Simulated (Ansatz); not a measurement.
System: Ge$_{4}$N$_{3}$.

Input file:

```
crystal:
  lattice:
    - [1.5381953192, 0.8880774816, 13.7425873981]
    - [-1.5381953192, 0.8880774816, 13.7425873981]
    - [0.0, -1.7761549632, 13.7425873981]
  atoms:
    - { symbol: Ge, position: [0.7142531481, 0.7142531481, 0.7142531481] }
    - { symbol: Ge, position: [0.1186639178, 0.1186639178, 0.1186639178] }
    - { symbol: Ge, position: [0.2743525887, 0.2743525887, 0.2743525887] }
    - { symbol: Ge, position: [0.8697112544, 0.8697112544, 0.8697112544] }
    - { symbol: "N", position: [0.7600490293, 0.7600490293, 0.7600490293] }
    - { symbol: "N", position: [0.2274254892, 0.2274254892, 0.2274254892] }
    - { symbol: "N", position: [0.0325445723, 0.0325445723, 0.0325445723] }
basis:
  ecutwfc: 420
kpoints:
  mp_grid: { grid: [12, 12, 12] }
hamiltonian:
  xc: pbe
scf:
  occupations: { method: gaussian, width: 0.1 }
output:
  forces: true
  stress: true
  eigenvalues: true
  write_density: true
  write_potential: true
  elf: true
  volumetric_format: npy
relax:
  adjacent_minimum: "off"
  f_tol: 0.01
  max_steps: 80
  cell: { stress_tol: 0.05 }
```

Launched as:

```sh
ansatz run input.yaml --threads 1 --pin off --max-ram 2560MiB --backend cpu --events-out ev --progress --plain --runs-dir out
```

Below, planes, directions and counts refer to the conventional cell (a = 3.08 Å, b = 3.08 Å, c = 41.68 Å, α = 90.00°, β = 90.00°, γ = 120.00°).

The fields are those of the run's last geometry, not of the input's.

Space group R3m; a generated structure, not necessarily the stable one; computed without spin polarisation.

The calculation used DFT PBE, scalar-relativistic, plane waves, PAW in Ansatz 0.2.0.

### What can the converged valence pseudo-density and electron localisation function tell about the bonding?

Ge–N (1.89 Å): the density is about 0.95 e/Å³ at the midpoint; the ELF peaks at about 0.85 in the valence shell of N, 0.6 Å from its nucleus, and is about 0.60 at the midpoint.
Ge–N (1.93 Å): the density is about 0.79 e/Å³ at the midpoint; the ELF peaks at about 0.85 in the valence shell of N, 0.6 Å from its nucleus, and is about 0.55 at the midpoint.

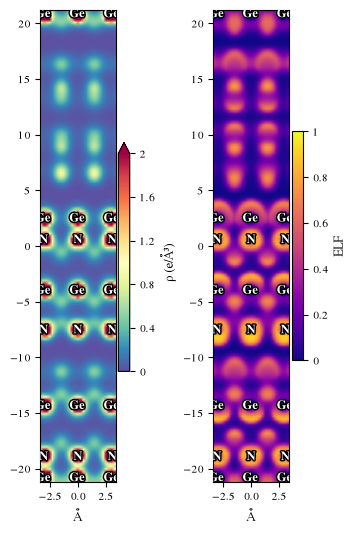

Computed valence pseudo-density and electron localisation function on the (010) plane of the conventional cell, in this order. Atoms just off the plane (Ge, 0.9 Å away and N, 0.9 Å away) can leave unmarked features too.

The density is the valence pseudo-density of a PAW calculation; it isn't the true density close to the nuclei.
